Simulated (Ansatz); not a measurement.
CH9FN2Si2

Input

```
crystal:
  periodic: [false, false, false]
  atoms:
    - { symbol: "N", position_ang: [1.6048, -0.0682, 0.9305] }
    - { symbol: C, position_ang: [0.7148, -0.554, -0.1258] }
    - { symbol: "N", position_ang: [1.6401, -0.7871, -1.1973] }
    - { symbol: Si, position_ang: [-0.5293, 0.6825, -0.644] }
    - { symbol: Si, position_ang: [-2.2928, 0.6176, 0.901] }
    - { symbol: F, position_ang: [-1.8885, 1.3558, 2.2939] }
    - { symbol: H, position_ang: [2.2572, -0.7282, 1.2039] }
    - { symbol: H, position_ang: [2.1625, 0.734, 0.4939] }
    - { symbol: H, position_ang: [0.2648, -1.4784, 0.2292] }
    - { symbol: H, position_ang: [1.1961, -1.1503, -1.9852] }
    - { symbol: H, position_ang: [2.3024, -1.5273, -0.8787] }
    - { symbol: H, position_ang: [-0.0323, 2.0553, -0.8271] }
    - { symbol: H, position_ang: [-1.2062, 0.2644, -1.9769] }
    - { symbol: H, position_ang: [-2.7159, -0.7698, 1.2259] }
    - { symbol: H, position_ang: [-3.4996, 1.3029, 0.3861] }
basis:
  gaussian: { orbitals: "6-31G*" }
hamiltonian:
  xc: pbe
relax:
  f_tol: 0.02
  max_steps: 50
output:
  orbitals: {}
```

Launched as:

```sh
ansatz run input.yaml --threads 2 --pin off --max-ram 3072MiB --backend cpu --events-out ev --progress --plain --runs-dir out
```

The fields are those of the run's last geometry, not of the input's.

Method: Ansatz 0.2.0, RKS PBE/6-31G*.

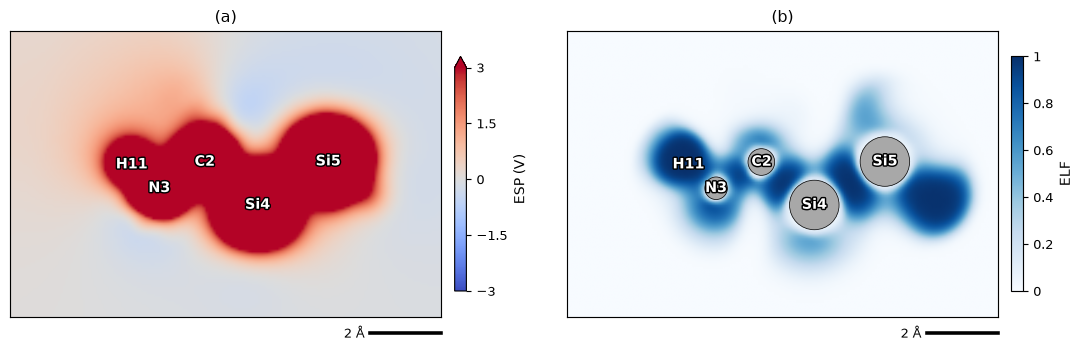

Figure 1. (a) molecular electrostatic potential; (b) electron localisation function on the plane of atoms N3, C2 and Si4. Grey discs cover the atomic cores in the ELF map.

Question: What does the map show?

Answer: The section cuts through C, N, Si and H sites. C–N (1.48 Å): the ELF peaks at about 0.90 between the atoms: localised, covalent bonding. C–Si (1.93 Å): the ELF peaks at about 0.95 between the atoms: a covalent bond. Si–Si (2.35 Å): the ELF peaks at about 1 between the atoms: a covalent bond. N–H (1.03 Å): the ELF climbs to about 1 towards the hydrogen, as it does in any bond to H (a covalent bond by its length). Outside the dense part of the molecule the potential is most negative (−0.6 V) near N1, which lies off the plane.

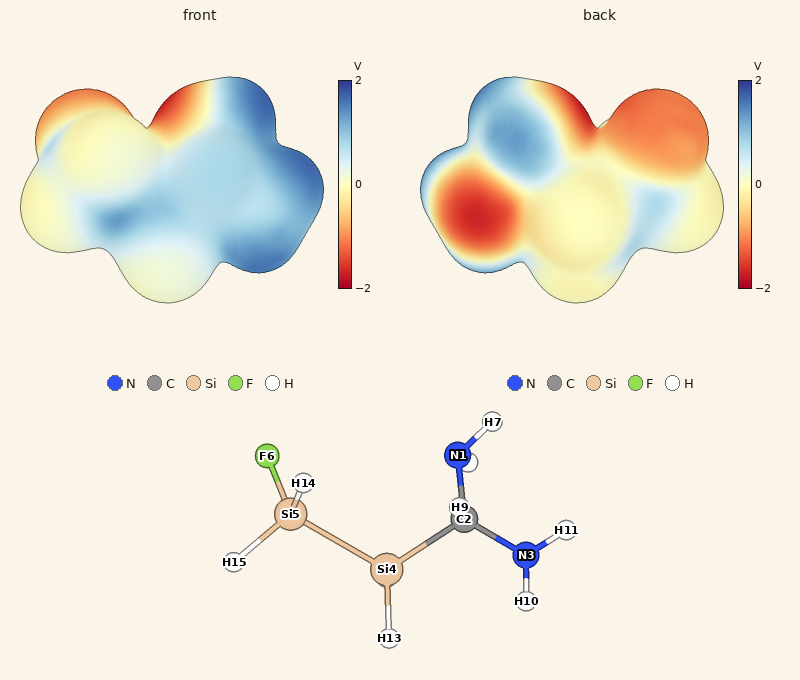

Figure 2. The electrostatic potential painted on the density surface at 0.002 e/bohr³, seen from the front and from behind; the colour scale runs from red (negative) to blue (positive). The bare structure is drawn below in the same view.

Question: Describe the electrostatic potential map.

Answer: The most negative region (about −1.7 V) lies over N1 and N3, the most positive (about +1.7 V) over H7 and H11.

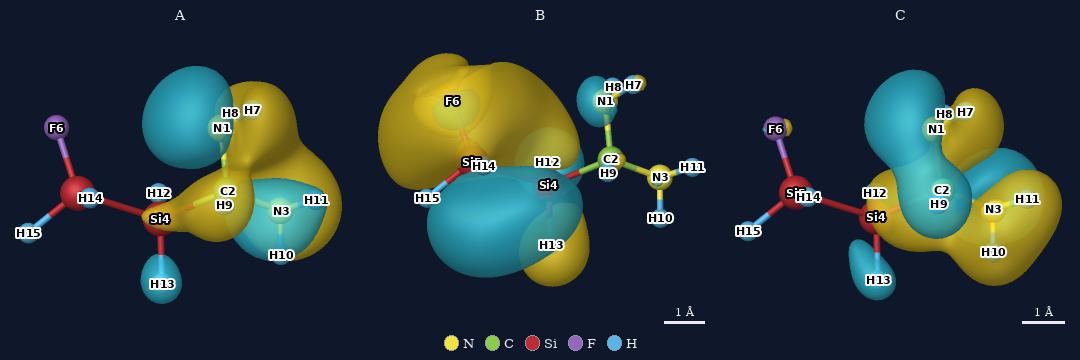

Figure 3. Three frontier orbitals at ±0.06 Å⁻³ᐟ² (yellow and cyan are the two phases), in no order.

Question: Order the three orbitals by energy and name them.

Answer: A is the HOMO−1 (−5.78 eV). Its weight (Hirshfeld) is mainly on N1 (about 45 %), N3 (about 30 %) and C2 (about 10 %); largely a combination of lone pairs on N1 and N3. C is the HOMO (−5.29 eV). It lies mainly on N3 (about 40 %), N1 (about 25 %) and C2 (about 10 %). B is the LUMO (−0.88 eV). It lies mainly on Si5 (about 45 %), Si4 (about 20 %) and F6 (about 10 %).

Question: What is the HOMO–LUMO gap?

Answer: 4.41 eV between the orbital energies.
